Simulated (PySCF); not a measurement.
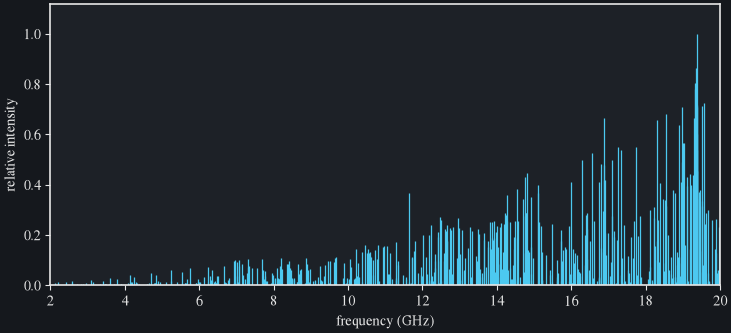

Simulated rotational absorption lines between 2 and 20 GHz at 10 K: rigid rotor with the equilibrium constants and dipole of one optimised conformer (PBE0-D3(BJ)/def2-SVP, PySCF), commonest isotopes; no centrifugal distortion, hyperfine structure, internal rotation or nuclear-spin weights; lines within 1 MHz of each other are summed.

### Which molecule gives this spectrum?
A. C₃H₃Cl₂FSi, SMILES F[C@@H]1C=C1[SiH](Cl)Cl
B. C₃H₇NOSi, SMILES O=C1CCN[SiH2]1
C. CH₅B₂Br, SMILES BCBBr
D. C₂H₉PSi₂, SMILES [SiH3]/C=C\[SiH2]P

Option D. Rotational constants A, B, C = 3.824, 1.114, 0.9923 GHz, |μa|, |μb|, |μc| = 0.77, 0.89, 1.00 D.

Known limits of this run: coarse grid, loose stop and no frequency check, small forces are noise and the end may be a saddle.
